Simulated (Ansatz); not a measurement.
# Zr chain started as a strip of triangles: one chain at several levels of theory, part 3 of 4

Aim: how far do the period, the moment and the conductance of the Zr chain started as a strip of triangles depend on the functional, the datasets and spin-orbit coupling, and at what cost?

Ansatz 0.2.0; DFT PBE, plane waves, PAW; relaxation of a chain's period (the session's first sound run).

So far, conductance of the lead as this run defines it (G₀): step 3 (the wire at its relaxed period, level PBE, cutoff 420 eV) 4.00; step 5 (the perfect wire, level LDA, cutoff 420 eV) 3.99; step 7 (the perfect wire, level r2SCAN, cutoff 500 eV) 3.50.

## (8) Relaxing the period

This step: DFT RPBE, plane waves, PAW; relaxation of a chain's period (Ansatz 0.2.0).

The relaxation is repeated under another functional. RPBE strengthens the exchange enhancement and tends to longer, weaker bonds than PBE.

Input file input.yaml:

```yaml
crystal:
  lattice:
    - [9.0, 0.0, 0.0]
    - [0.0, 7.5, 0.0]
    - [0.0, 0.0, 3.42475]
  atoms:
    - { symbol: Zr, position: [0.337444444, 0.5, 0.0], spin: 1.0 }
    - { symbol: Zr, position: [0.662555556, 0.5, 0.5], spin: 1.0 }
magnetization:
  spin_polarized: true
kpoints:
  mp_grid: { grid: [1, 1, 24] }
scf:
  occupations: { method: fermi_dirac, width: 0.05 }
hamiltonian:
  xc: rpbe
relax:
  cell: { fix: [a, b, alpha, beta, gamma] }
  max_steps: 60
```

Command:

```console
$ ansatz run input.yaml --threads 4 --pin off --max-ram 8192MiB --backend cpu --events-out ev --progress --plain --runs-dir out
```

Numbers of over 12 decimals in the logs are rounded to 6 here.

The program printed:

```text
[...]
Crystal: 2 atoms, lattice volume = 231.171 Å³
Basis set: ecut = 420 eV, 4517 PW (Γ), exchange–correlation on 128×108×48 points (8 copies of the dense FFT grid, shifted against one another)
Bands: 17, of which v1, the nominal top of the filled ones, is band 12 counted from 1 (11 counted from 0)
Symmetry: 8 space group operations
[...]
0.000000       0.000000       0.000475
  P = ⅓ Tr σ = 0.0527 GPa (0.527 kbar)
--- Relaxed structure (7 steps of the walk, 7 accepted, 1 SCFs on fresh bases) ---
[...]
cell:  # Å, volume = 194.3755 Å³
    - [9.0, 0, 0]
    - [0, 7.5, 0]
    - [0, 0, 2.879638]
  atoms:
    - { symbol: Zr, position: [0.372221, 0.5, -5.073208959363566e-18] }
    - { symbol: Zr, position: [0.627779, 0.5, 0.5] }
[key lines of the parts left out:]
SCF converged after 8 iterations
Magnetization: -0.0000 μB (12.0000 up, 12.0000 down)
Free energy (F): -8376.772104 eV
Fermi energy:    1.119171 eV
```

Elapsed: 26 s, on 4 threads of Arm Neoverse V1, shared host; peak memory 0.57 GiB.

Relaxation path:

```tsv
step	energy less that of the first step (eV)	largest force component (eV/Å)	pressure (GPa)	volume (Å³)
1	0.0000	1.5168	-2.72	231.17
2	-1.1665	1.9867	-2.66	220.58
3	-1.5977	1.1909	-0.28	215.52
4	-1.8334	0.3484	-0.76	204.28
5	-1.8879	0.0386	0.11	192.98
6	-1.8890	0.0157	0.03	194.43
7	-1.8890	0.0048	0.05	194.38
8*	-1.8885	0.0051	0.05	194.38
```

Relaxation steps marked * repeat the geometry before them on a plane-wave basis chosen anew for their cell, so energy and pressure can jump there.

Forces are held to the 8 operations that the run works with; a distortion that breaks them can't arise in this run.

```tsv
cell as run	before	after	change
c (Å)	3.425	2.880	-15.9 %
```

The atoms that moved most (Å, along periodic axes as changes of fractional coordinates times the final cell, across vacuum about the mean position):

```tsv
atom	dx	dy	dz	length
Zr1	0.313	0.000	0.000	0.313
Zr2	-0.313	0.000	0.000	0.313
```

Final coordinates:

```
Zr
1.0
     9.00000    0.00000    0.00000
     0.00000    7.50000    0.00000
     0.00000    0.00000    2.87964
Zr
2
Cartesian
  3.3500 3.7500 0.0000
  5.6500 3.7500 1.4398
```

The cell's length comes to 2.880 Å, +1.5 % against the first run, with no moment. That is -16 % against the start, more than a small adjustment.

## (9) Bands of the perfect wire, level RPBE, cutoff 420 eV

This step: DFT RPBE, plane waves, PAW; channels and complex bands of a perfect chain (Ansatz 0.2.0).

The channels are counted again under RPBE, at the period that it gave.

Input file input.yaml:

```yaml
crystal:
  lattice:
    - [9.0, 0.0, 0.0]
    - [0.0, 7.5, 0.0]
    - [0.0, 0.0, 2.8796375263]
  atoms:
    - { symbol: Zr, position: [0.372221185, 0.5, 0.0] }
    - { symbol: Zr, position: [0.627778815, 0.5, 0.5] }
kpoints:
  mp_grid: { grid: [1, 1, 28] }
  band_path: { path: ["Γ", Z], npoints: 60 }
scf:
  occupations: { method: fermi_dirac, width: 0.05 }
hamiltonian:
  xc: rpbe
output:
  transmission:
    e_range: [-2, 2]
    de: 0.035
    kmesh: [1, 1]
    reduced_basis: true
    leads: [[0, 0]]
  dos: { projected: true, e_range: [-6, 4] }
```

The program printed:

```text
[...]
Crystal: 2 atoms, lattice volume = 194.376 Å³
Basis set: ecut = 420 eV, 3795 PW (Γ)
Bands: 16, of which v1, the nominal top of the filled ones, is band 12 counted from 1 (11 counted from 0)
Symmetry: 8 space group operations
[...]
k-points: 15 of 28
[...]
k-point 14: bands = [... 8 lower, -0.2269, -0.2269, 0.1130, 0.1130, 3.0525, 3.0525, 3.4909, 3.4909]
--- Transmission ---
  basis      : 595 plane waves across, 4 finite elements along
  points     : 1, standing for a mesh of 1 x 1
[...]
crystal 0  : Zr2, at the sites [0, 0], period 2.8796 Å: whole cells are its period
[...]
filled         : 1.7 meV over the level at which it is neutral
    channels       : 4.000000e0 a spin
[...]
[key lines of the parts left out:]
SCF converged after 8 iterations
Free energy (F): -8376.773489 eV
Fermi energy:    1.119518 eV
```

It took 28 s on 4 threads; peak memory 0.74 GiB; 1.7 min of CPU time.

At the computed energy nearest the Fermi level there are 4 channels a spin, and the thermal average gives 4.00 G₀.

## (10) Comparing the runs

Times are for 4 threads of Arm Neoverse V1, shared host. The series side by side:

```tsv
no.	level	conductance of the lead as this run defines it (G₀)	absolute moment (μB)	time	memory (GiB)
1	PBE	3.997	0	27 s	0.72
2	LDA	3.993	0	36 s	0.84
3	r2SCAN	3.499	0.8870	58 s	1.1
4	RPBE	4.000	0	28 s	0.74
```

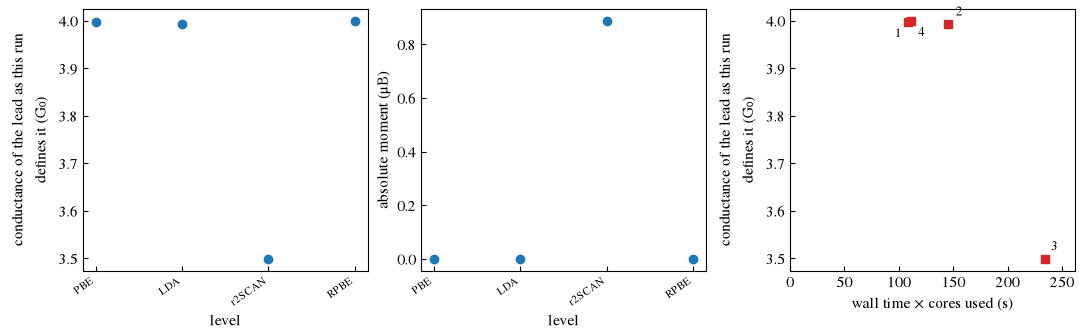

The series as plots; the last panel sets the first result against cost, with the runs numbered as in the table.

## (11) Relaxation of atoms and period, cutoff 897.976 eV

This step: DFT PBE, plane waves, norm-conserving; relaxation of a chain's period (Ansatz 0.2.0).

The same functional on other atomic datasets tests how far the result hangs on the treatment of the cores. Against the first PBE run of this kind, the cutoff is 897.976 eV against 420.

Input file input.yaml:

```yaml
crystal:
  lattice:
    - [9.0, 0.0, 0.0]
    - [0.0, 7.5, 0.0]
    - [0.0, 0.0, 3.42475]
  atoms:
    - { symbol: Zr, position: [0.337444444, 0.5, 0.0], spin: 1.0 }
    - { symbol: Zr, position: [0.662555556, 0.5, 0.5], spin: 1.0 }
magnetization:
  spin_polarized: true
kpoints:
  mp_grid: { grid: [1, 1, 24] }
scf:
  occupations: { method: fermi_dirac, width: 0.05 }
hamiltonian:
  xc: pbe
  pseudopotentials: { kind: nc, accuracy: standard }
relax:
  cell: { fix: [a, b, alpha, beta, gamma] }
  max_steps: 60
```

The program printed:

```text
[...]
Crystal: 2 atoms, lattice volume = 231.171 Å³
Basis set: ecut = 897.975746 eV, 14155 PW (Γ), exchange–correlation on 180×150×72 points (8 copies of the dense FFT grid, shifted against one another)
Bands: 17, of which v1, the nominal top of the filled ones, is band 12 counted from 1 (11 counted from 0)
Symmetry: 8 space group operations
[...]
0.000000      -0.000000      -0.039052
  P = ⅓ Tr σ = 0.0055 GPa (0.055 kbar)
--- Relaxed structure (7 steps of the walk, 7 accepted, 1 SCFs on fresh bases) ---
[...]
cell:  # Å, volume = 191.7211 Å³
    - [9.0, 0, 0]
    - [0, 7.5, 0]
    - [0, 0, 2.840313]
  atoms:
    - { symbol: Zr, position: [0.372380, 0.500000, -5.096439727929957e-18] }
    - { symbol: Zr, position: [0.627620, 0.500000, 0.5] }
[key lines of the parts left out:]
SCF converged after 7 iterations
Magnetization: -0.0000 μB (12.0000 up, 12.0000 down)
Free energy (F): -2750.071470 eV
Fermi energy:    1.041358 eV
```

It took 76 s on 4 threads; peak memory 0.99 GiB; 4.9 min of CPU time.

The cell's length comes to 2.840 Å, +0.1 % against the first run, with no moment. That is -17 % against the start, more than a small adjustment.

## (12) Relaxing the period

This step: DFT PBE, plane waves, PAW; relaxation of a chain's period (Ansatz 0.2.0).

No moment formed, so a run without spin should agree; this checks it and saves time.

input.yaml, the sections that differ from step 11:

```yaml
crystal:
  lattice:
    - [9.0, 0.0, 0.0]
    - [0.0, 7.5, 0.0]
    - [0.0, 0.0, 3.42475]
  atoms:
    - { symbol: Zr, position: [0.337444444, 0.5, 0.0] }
    - { symbol: Zr, position: [0.662555556, 0.5, 0.5] }
hamiltonian:
  xc: pbe
# kpoints, scf, relax: as in step 11
# magnetization: removed
```

The program printed:

```text
[...]
Crystal: 2 atoms, lattice volume = 231.171 Å³
Basis set: ecut = 420 eV, 4517 PW (Γ), exchange–correlation on 128×108×48 points (8 copies of the dense FFT grid, shifted against one another)
Bands: 16, of which v1, the nominal top of the filled ones, is band 12 counted from 1 (11 counted from 0)
Symmetry: 8 space group operations
[...]
k-points: 13 of 24
[...]
0.368154      -0.000000       0.000000
       -0.000000      -0.323953       0.000000
        0.000000       0.000000      -0.013871
  P = ⅓ Tr σ = 0.0101 GPa (0.101 kbar)
--- Relaxed structure (7 steps of the walk, 7 accepted, 1 SCFs on fresh bases) ---
[...]
cell:  # Å, volume = 191.4867 Å³
    - [9.0, 0, 0]
    - [0, 7.5, 0]
    - [0, 0, 2.836840]
  atoms:
    - { symbol: Zr, position: [0.372444, 0.5, -5.105702992265013e-18] }
    - { symbol: Zr, position: [0.627556, 0.5, 0.5] }
[key lines of the parts left out:]
SCF converged after 7 iterations
Free energy (F): -8362.817565 eV
Fermi energy:    1.016483 eV
```

The job ended after 6.7 s (4 threads; peak memory 0.5 GiB; 24 s of CPU time).

The cell's length comes to 2.837 Å, +0.0 % against the first run, with spin left out. That is -17 % against the start, more than a small adjustment.

## (13) Comparing the runs

Times are for 4 threads of Arm Neoverse V1, shared host. The series side by side:

```tsv
no.	level	cell length along the wire (Å)	absolute moment (μB)	time	memory (GiB)
1	PBE	2.836	0	30 s	0.57
2	LDA	2.755	0	18 s	0.52
3	r2SCAN	2.796	0.8903	2.8 min	1.0
4	RPBE	2.880	0	26 s	0.57
5	PBE, NC files	2.840	0	76 s	0.99
6	PBE, no spin	2.837	0	6.7 s	0.5
```

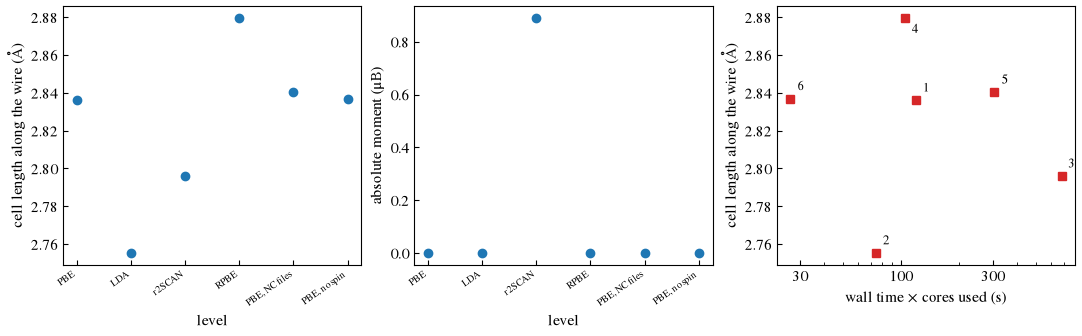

The series as plots; the last panel sets the first result against cost, with the runs numbered as in the table.

## (14) Two-component spinors

This step: DFT PBE, plane waves, fully relativistic PAW; channels of a perfect chain with spin-orbit coupling (Ansatz 0.2.0).

Spin-orbit coupling mixes the spins and splits bands that cross or touch without it, so it can open or close channels. Fully relativistic datasets take the place of the scalar ones. The window is narrow, since spinor matrices are twice as large.

Input file input.yaml:

```yaml
crystal:
  lattice:
    - [9.0, 0.0, 0.0]
    - [0.0, 7.5, 0.0]
    - [0.0, 0.0, 2.8361523519]
  atoms:
    - { symbol: Zr, position: [0.372488816, 0.5, 0.0] }
    - { symbol: Zr, position: [0.627511184, 0.5, 0.5] }
kpoints:
  mp_grid: { grid: [1, 1, 29] }
  band_path: { path: ["Γ", Z], npoints: 60 }
scf:
  occupations: { method: fermi_dirac, width: 0.05 }
hamiltonian:
  xc: pbe
  pseudopotentials: { kind: paw_fr }
output:
  transmission:
    e_range: [-0.42, 0.42]
    de: 0.035
    kmesh: [1, 1]
    reduced_basis: false
    leads: [[0, 0]]
magnetization:
  noncollinear: true
  spin_orbit: true
```

The program printed:

```text
[...]
non-collinear run that drives no moment, with spin-orbit: no starting moment large enough to seed its density (crystal.atoms[].spin), no starting occupations that ask for one, no magnetisation constraint and no magnetic field, so the semilocal B_xc is pinned to zero
Crystal: 2 atoms, lattice volume = 191.440 Å³
Basis set: ecut = 420 eV, 3755 PW (Γ)
Bands: 32, of which v1, the nominal top of the filled ones, is band 24 counted from 1 (23 counted from 0)
Symmetry: 8 space group operations + 8 with time reversal
[...]
k-points: 15 of 29
Projection manifold: j_resolved (fully-relativistic pseudo-atomic orbitals)
[...]
SCF iter   1: F=—  HF=-8368.415582 eV  |F-HF|=—  |Δ(HF+E_count)|=         —  Δρ=3.99e-2  dr2=1.40e1  dr2_m=0.00e0 (ungated)  ethr=3.10e-3  |M|=0.00e0 ∫|m|=0.00e0 μB  |m|>n=0.0e0 m-floor=0.0e0 τ_xc=0.0e0  β_m=1.00  ⟨swp⟩=7.5  Hψ=1252  notcnv=0
[...]
spin=Noncollinear: LDOS preconditioning applied to the charge; magnetization (m_x, m_y, m_z) channels mix plain (no charge-response kernel on spin).
SCF iter   2: F=—  HF=-8367.285751 eV  |F-HF|=—  |Δ(HF+E_count)|=    1.13e0  Δρ=4.30e-2  dr2=1.84e1  dr2_m=0.00e0 (ungated)  ethr=3.10e-3  |M|=0.00e0 ∫|m|=0.00e0 μB  |m|>n=0.0e0 m-floor=0.0e0 τ_xc=0.0e0  β_m=0.65  ⟨swp⟩=5.1  Hψ=864  notcnv=0  defer=10
[...]
SCF iter  10: F=-8364.516548 eV  HF=-8364.516548 eV  |F-HF|=1.91e-8  |Δ(HF+E_count)|=   5.24e-7  Δρ=4.02e-6  dr2=7.07e-8  dr2_m=0.00e0 (ungated)  ethr=4.17e-10  |M|=0.00e0 ∫|m|=0.00e0 μB  |m|>n=0.0e0 m-floor=0.0e0 τ_xc=0.0e0  ⟨swp⟩=7.6  Hψ=944  notcnv=0
SCF 1 converged in 10 iterations: F = -8364.516548 eV  dr2 = 7.07e-8
[...]
transmission: 4 of 4 steps passed
SCF converged after 10 iterations
Magnetization: |M| = 0.0000 μB,  M = (+0.0000, +0.0000, +0.0000) μB
Absolute magnetization: 0.0000 μB (∫|m|)
  site 0: m = (+0.0000, +0.0000, +0.0000) μB, |m| = 0.0000 μB  (R = 1.11 Å)
  site 1: m = (+0.0000, +0.0000, +0.0000) μB, |m| = 0.0000 μB  (R = 1.11 Å)
Free energy (F): -8364.516548 eV
[...]
Internal energy: -8364.489775 eV  (E = F + TS)
E sigma→0 (E₀):  -8364.503161 eV
Entropy (-TS):   -0.026773 eV (-13.387 meV/atom)
Fermi energy:    1.015312 eV
[...]
--- Band table (eV; the first three rows and the last of 15) ---
  k-point 0: bands = [... 20 lower, 0.2903, 0.2903, 0.5511, 0.5511, 1.1644, 1.1644, 1.4515, 1.4515, ... 4 higher]
  k-point 1: bands = [... 20 lower, 0.2991, 0.2991, 0.5757, 0.5757, 1.1544, 1.1544, 1.4803, 1.4803, ... 4 higher]
  k-point 2: bands = [... 20 lower, 0.3245, 0.3245, 0.6484, 0.6484, 1.1181, 1.1181, 1.5683, 1.5683, ... 4 higher]
  k-point 14: bands = [... 20 lower, -0.0348, -0.0348, -0.0027, -0.0027, 2.8851, 2.8851, 3.2028, 3.2028, ... 4 higher]
--- Transmission ---
  basis      : 595 plane waves across, 4 finite elements along
  points     : 1, standing for a mesh of 1 x 1
[...]
crystal 0  : Zr2, at the sites [0, 0], period 2.8362 Å: whole cells are its period
[...]
filled         : 2.0 meV over the level at which it is neutral
    channels       : 8.000000e0 of both spins
[...]
```

Elapsed: 16 min, on 4 threads; peak memory 5 GiB; 54 min of CPU time.

Numbers from this step:

```yaml
energy_at_zero_smearing: -8364.5032 eV
conductance_of_the_lead_as_this_run_defines_it: 3.984 G₀
channels_at_the_energy_nearest_the_fermi_level_both_spins: 8
```

Open channels of the lead, both spins against energy, zero at the Fermi level:

```tsv
energy (eV)	open channels of the lead, both spins
-0.420	4
-0.350	8
-0.280	8
-0.210	8
-0.175	8
-0.105	4
-0.035	8
0.000	8
0.035	8
0.105	8
0.175	6
0.210	6
0.280	10
0.350	10
0.420	6
```

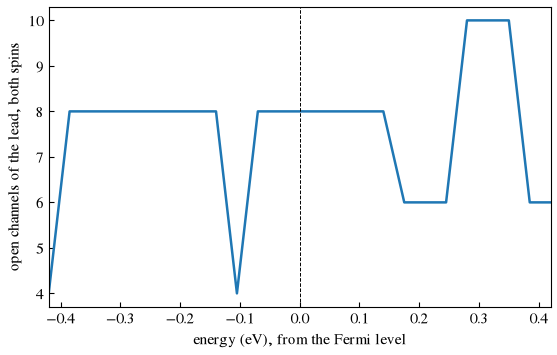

Open channels of the lead, both spins, plotted against energy.

(Continued in part 4 of 4.)

[Logs are printed without paths, hosts, clocks, repeated set-up lines and the standing remarks that a program may print on its own settings, such as how far it seeks lower states.]

[Hosts, paths, dates, database ids (printed as entryN), source tags and the programs' standing remarks are cut or masked in the printed files.]
